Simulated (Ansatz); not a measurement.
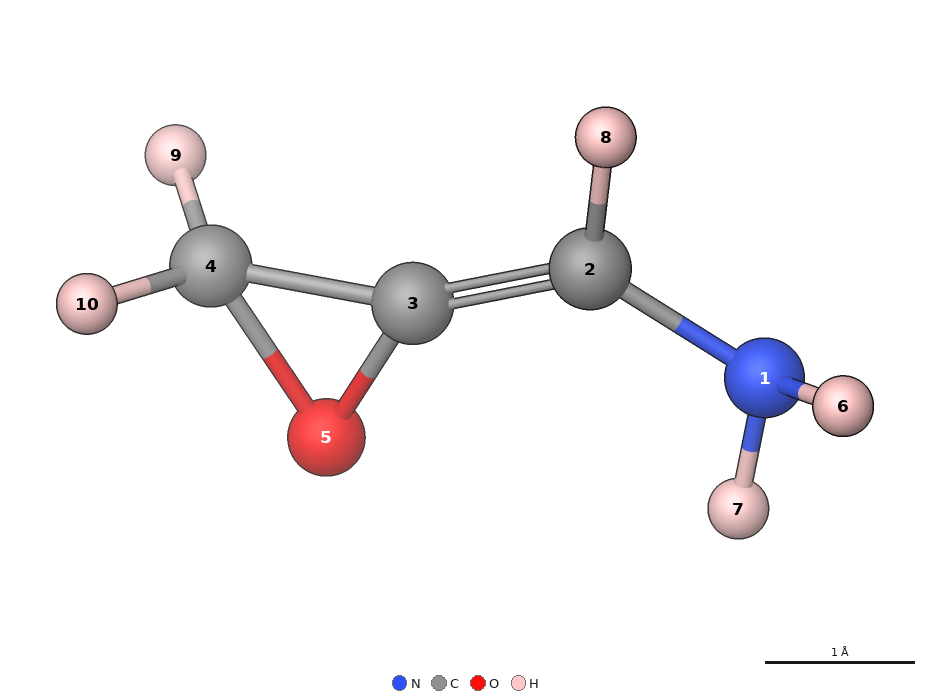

Orthographic view. Distant atoms are faded towards the background colour. Computed geometry: PBE-D4/def2-SVP optimisation. No frequency run is at hand to confirm it as a minimum.

Write a Z-matrix (Å, degrees) in the order of the atom numbers, with these reference atoms: 2 to 1; 3 to 2, 1; 4 to 3, 2, 1; 5 to 3, 2, 1; 6 to 1, 2, 3; 7 to 1, 6, 2; 8 to 2, 3, 5; 9 to 4, 3, 2; 10 to 4, 9, 5.

```
N  
C    1   1.408
C    2   1.341   1   125.8
C    3   1.440   2   157.9   1  -165.8
O    3   1.380   2   138.7   1     2.2
H    1   1.025   2   112.9   3  -137.2
H    1   1.025   6   109.2   2  -126.3
H    2   1.101   3   117.9   5   177.5
H    4   1.107   3   120.8   2    70.4
H    4   1.107   9   115.2   5  -136.2
```
